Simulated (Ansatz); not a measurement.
```xyz
10

Si   -1.0099    0.5380   -0.1790
Br    2.6152   -1.1180   -1.7960
H    -2.3200   -0.1603   -0.2534
H    -1.2486    1.9891    0.0371
C     0.0742   -0.1833    1.1587
H     1.3493   -0.4597   -1.7641
H    -0.3555    0.3924   -1.5161
H    -0.4034   -0.0774    2.1355
H     0.2582   -1.2454    0.9825
H     1.0405    0.3246    1.1948
```

The product side of a reaction path; geometry: PBE0-D4/def2-TZVP; a saddle point, not a minimum.

These are results of RKS PBE0-D4/def2-TZVPP (Ansatz 0.2.0), not measurements.

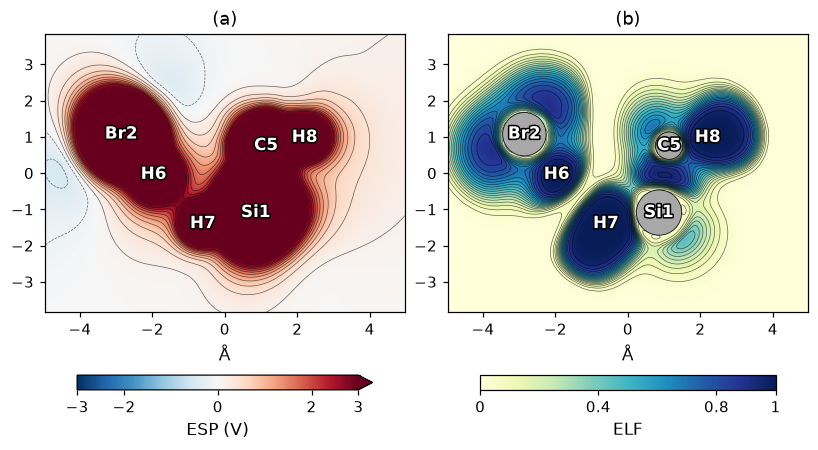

CH₆Si···HBr. (a) molecular electrostatic potential; (b) electron localisation function on the plane of atoms Si1, C5 and H8. Grey discs cover the atomic cores in the ELF map.

What does the map show?

Answer.
- The section cuts through Si, Br, C and H sites.
- H6···H7 (1.92 Å): the ELF dips to about 0.10 between them.
- C–Si (1.87 Å): the ELF peaks at about 0.95 between the atoms; a covalent bond.
- C–H (1.09 Å): the ELF climbs to about 1 towards the hydrogen, as it does in any bond to H (an ordinary covalent bond to hydrogen).
- Br–H (1.43 Å): the ELF climbs to about 1 towards the hydrogen.
- Si–H (1.50 Å): the ELF climbs to about 1 towards the hydrogen.
- The ELF also peaks beside Br2, away from the bonds: lone-pair regions.
- Outside the dense part of the complex the potential is most negative (−0.5 V) near Br2.
